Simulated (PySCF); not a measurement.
# doublet C2H3ClO+: UPBE0/cc-pVDZ

Aim: the energy of doublet C2H3ClO+. The job is set up through a Python script.

Program for the calculation: PySCF 2.14.0.

2 further runs of the same task are left out: 2 set aside as unsound or not needed.

### Step 1. The molecule

C2H3ClO+ has 7 atoms, charge +1, and is taken as a doublet. As SMILES of the parent species, `CC(=O)Cl`. The coordinates come from a GFN2-xTB relaxation. That shape belongs to the parent species and isn't relaxed for this state.

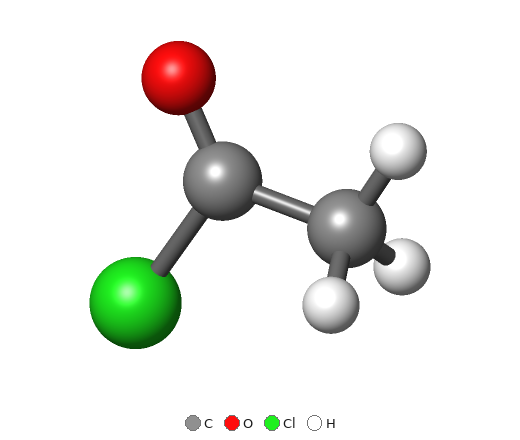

Viewed from a chosen angle; carbon grey, oxygen red, chlorine green, hydrogen white.

### Step 2. A single-point energy at UPBE0/cc-pVDZ

input.py reads:

```python
from pyscf import gto, dft

molecule = gto.M(
    atom='''
C    0.139990   0.665100   0.105970
C    0.019340  -0.813610   0.022090
O    0.681950  -1.643530   0.542210
Cl  -1.330550  -1.297400  -1.028170
H    0.961280   0.926750   0.768770
H   -0.790450   1.089680   0.476020
H    0.318450   1.073010  -0.886890
''',
    charge=1,
    spin=1,
    basis='cc-pvdz',
    max_memory=1860,
    verbose=3,
)

myscf = dft.UKS(molecule, xc='pbe0')
myscf.grids.level = 5
myscf.conv_tol = 1e-10
myscf.kernel()
if not myscf.converged:
    myscf = myscf.newton().run(myscf.mo_coeff, myscf.mo_occ)

e_final = myscf.e_tot
print(f'total energy: {e_final:.8f} hartree')
```

Launch:

```sh
$ OMP_NUM_THREADS=1 python input.py
```

What it wrote:

```text
WARN: HOMO -0.363967780469764 >= LUMO -0.363967780469763

converged SCF energy = -612.742267093614  <S^2> = 0.76111927  2S+1 = 2.0110885
total energy: -612.74226709 hartree
```

Wall time 36 s (1 thread of Arm Neoverse V2, shared host); peak memory 0.4 GiB.

### Step 3. Summary of results

Level: UPBE0/cc-pVDZ.

```
                          quantity          value
                      total energy  -612.74227 Eh
HOMO energy (highest over α and β)      -15.99 eV
 LUMO energy (lowest over α and β)      -13.23 eV
                              ⟨S²⟩          0.761
```
